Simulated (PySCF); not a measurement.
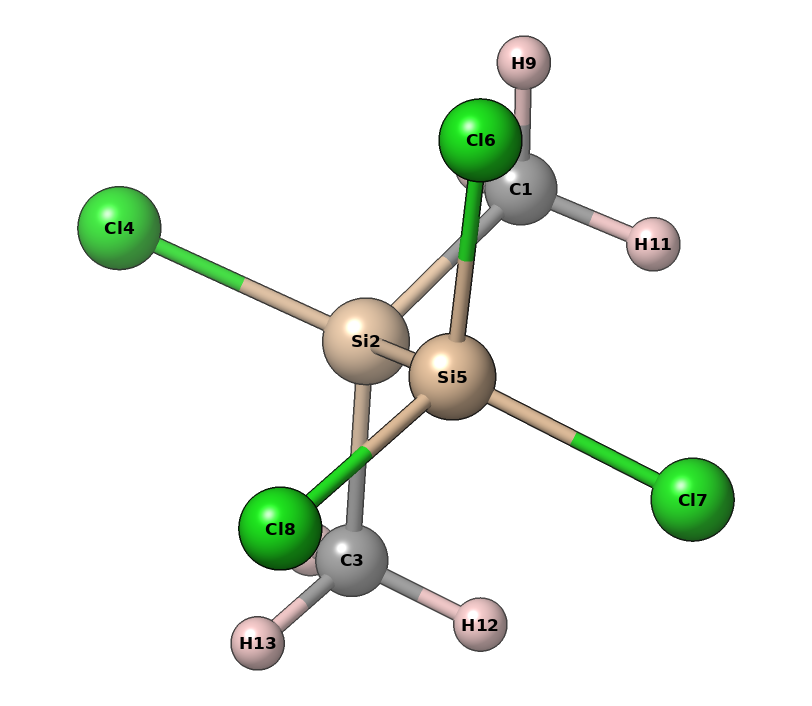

Si2 lies behind Si5. The molecule seen a little off the Si5–Si2 bond, Si5 in front. Depth is shown by fading: the farther an atom, the more it takes the colour of the background. Computed geometry: PBE0-D3(BJ)/def2-SVP optimisation. No frequency run is at hand to confirm it as a minimum.

**What is the torsion angle Cl6–Si5–Si2–Cl4? The sign is positive where the front bond must turn clockwise to cover the back bond.**

−64°, synclinal (gauche). The bonds about Si5–Si2 are staggered.
